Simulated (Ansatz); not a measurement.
## Electronic structure of C2H4FGaO in real space

Input

```
crystal:
  periodic: [false, false, false]
  atoms:
    - {symbol: O, position_ang: [-0.846272, 1.175786, 0.496742]}
    - {symbol: C, position_ang: [0.309052, 0.544627, 0.215099]}
    - {symbol: Ga, position_ang: [-0.625854, -2.112428, -0.133696]}
    - {symbol: C, position_ang: [0.663894, 0.229845, -1.035755]}
    - {symbol: F, position_ang: [-0.105783, 0.525484, -2.083040]}
    - {symbol: H, position_ang: [-1.142462, 0.883903, 1.366476]}
    - {symbol: H, position_ang: [1.003906, 0.329408, 1.018866]}
    - {symbol: H, position_ang: [-0.804675, -1.455604, 1.430119]}
    - {symbol: H, position_ang: [1.636894, -0.167321, -1.291813]}
basis:
  gaussian: {orbitals: def2-TZVPP}
hamiltonian: {xc: pbe0, dispersion: d4}
output: {orbitals: {seedname: orbitals}}
```

Command:

```sh
ansatz run in.yaml --threads 4 --pin off --events-out ev --progress --plain --max-ram 10444MiB
```

Geometry: PBE0-D4/def2-TZVP; at this geometry the atoms fall into two loosely joined parts.

The calculation used Ansatz, RKS PBE0-D4/def2-TZVPP.

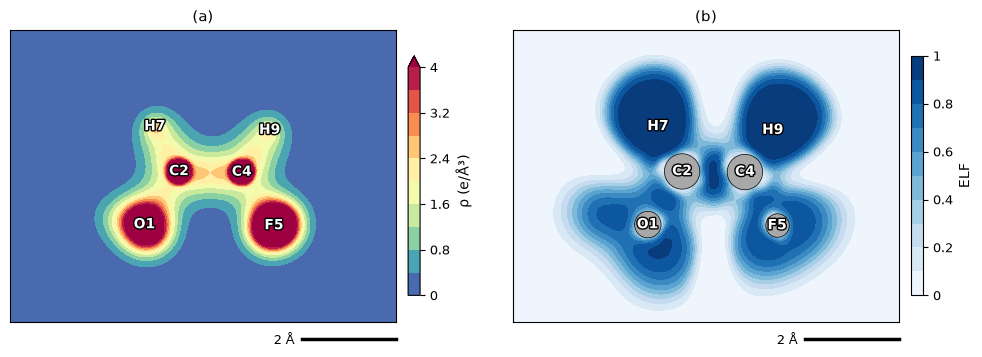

Figure 1. (a) total electron density; (b) electron localisation function on the plane of atoms C2, C4 and F5. Grey discs cover the atomic cores in the ELF map.

What do the fields say about this system?

The plane passes through O, C, F and H nuclei. C–F (1.33 Å): the density is about 2.3 e/Å³ at the midpoint; the ELF peaks at about 0.85 between the atoms, as expected for a shared but strongly polarised pair. C–C (1.34 Å): the density is about 2.4 e/Å³ at the midpoint; the ELF peaks at about 0.95 between the atoms: a multiple bond. C–O (1.35 Å): ρ at the midpoint is about 2.4 e/Å³, with its minimum of 2 e/Å³ about 0.5 Å from C; the ELF peaks at about 0.90 between the atoms (a shared but strongly polarised pair). C–H (1.08 Å): ρ is about 2.2 e/Å³ halfway; the ELF climbs to about 1 towards the hydrogen, as it does in any bond to H (an ordinary covalent bond to hydrogen). The ELF also peaks beside O1 and F5, away from the bonds: lone-pair regions.

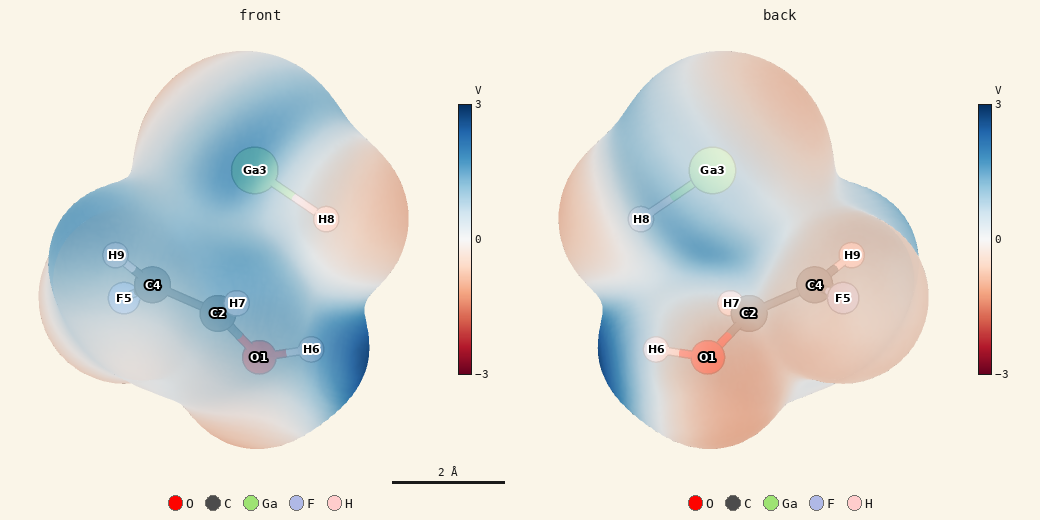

Figure 2. The electrostatic potential painted on the density surface at 0.002 e/bohr³, seen from the front and from behind; the colour scale runs from red (negative) to blue (positive).

Describe the electrostatic potential map.

The most negative region (about −1.1 V) lies over O1, the most positive (about +2.6 V) over H6. O1 is the likeliest acceptor of a hydrogen bond.

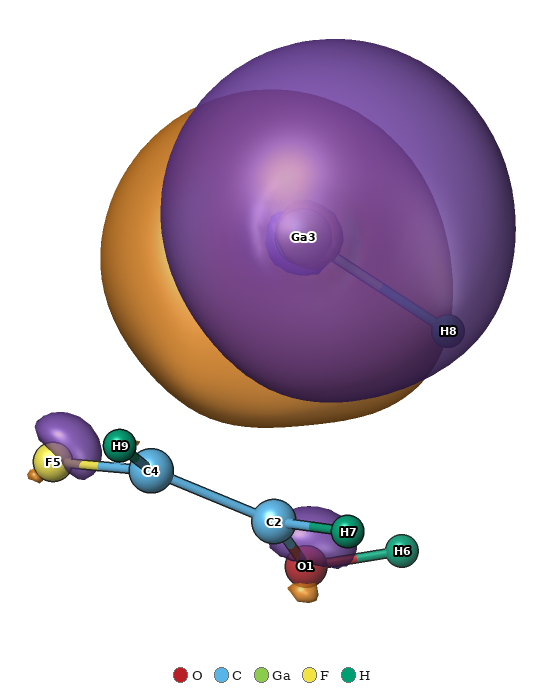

Figure 3. One frontier orbital at ±0.08 Å⁻³ᐟ² (orange and purple are the two phases), seen at a tilt.

Which orbital is it: HOMO or LUMO?

The LUMO, at −1.50 eV. By Hirshfeld shares it lies mainly on Ga3 (about 85 %).
